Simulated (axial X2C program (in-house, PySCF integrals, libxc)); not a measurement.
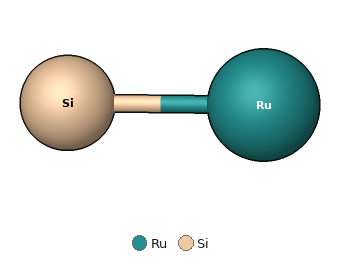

The molecule at the reference distance of 2.072 Å.

Relativistic diatomic calculation for RuSi⁺

RuSi⁺, single determinant with M_S = 3/2 and |Λ| = 0. Computed at this level: LDA, spin-free X2C-1e, Ru dyall-v3z, Si dyall-v3z (cores contracted) (axial X2C program (in-house, PySCF integrals, libxc)).

**Input**
```
{"zs": [44, 14], "q": 1, "bas": ["dyall-v3z", "dyall-v3z"], "levels": ["PBE0", "HF", "B3LYP", "LDA"], "cc": false, "r0": 1.687, "npts": 10, "nst": 2, "ntry": 6}
```

The line is the task of a batch: nuclear charges, charge, bases, the levels to run, a first guess of the distance and further settings. This report covers LDA without spin-orbit coupling. The log is that of the reference distance 2.072 Å.

Launched within a batch (the task file carries these settings):
```bash
python <driver script> task.json out
```

**Log**
```
spin-free X2C-1e  LDA
basis functions 173  fitting functions 970  grid points 5078
iter        total energy     max residual
   1      -4814.073913930     6.13e-01
   2      -4814.088587513     1.23e-02
   3      -4814.030086312     5.82e-02
   4      -4814.084008634     2.06e-02
   5      -4814.091000693     3.06e-03
   6      -4814.091175221     1.38e-03
   7      -4814.091203547     3.71e-04
   8      -4814.091205702     1.12e-04
   9      -4814.091205936     2.11e-05
  10      -4814.091205945     5.11e-06
  11      -4814.091205945     1.06e-06
converged
one-electron -6946.61476128  Coulomb 2124.47762824  exact exchange 0.00000000  xc functional -149.27702750  nuclear repulsion 157.32295460
```

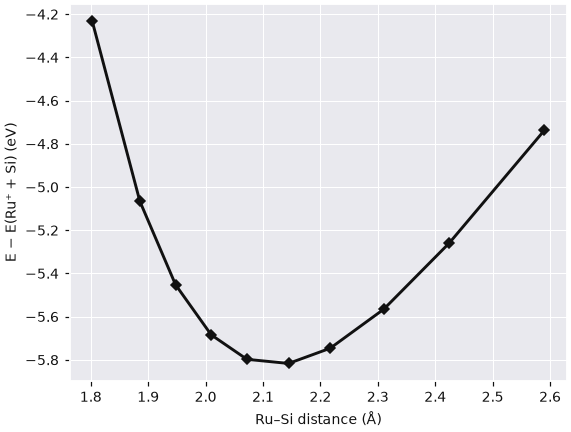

Energy at 10 bond lengths, for one set of occupations held fixed; the line joins the points. A polynomial of degree 6 through 9 points gives rₑ = 2.121 Å, ωₑ = 482.5 cm⁻¹, ωₑxₑ = 1.6 cm⁻¹ and Bₑ = 0.1707 cm⁻¹. The minimum lies 5.82 eV below Ru⁺ + Si, each computed as one determinant at the same level.

**What the run reported**

- outcome: converged
- bond length rₑ: 2.121 Å
- ωₑ: 482.5 cm⁻¹
- energy at the minimum: −4814.09210 hartree
- depth below the fragments: 5.82 eV
- largest ⟨S²⟩ along the curve: 3.89
- hardware: 1 CPU thread, shared host
- wall time: 4.1 s

**What is odd here**

This input holds a deliberate oddity: far start. The program ran to the end. Its numbers are those of the input as typed; this run alone doesn't show how far the oddity moves them. Limits: at some distances an empty level lies below a filled one, since the occupations are held fixed.
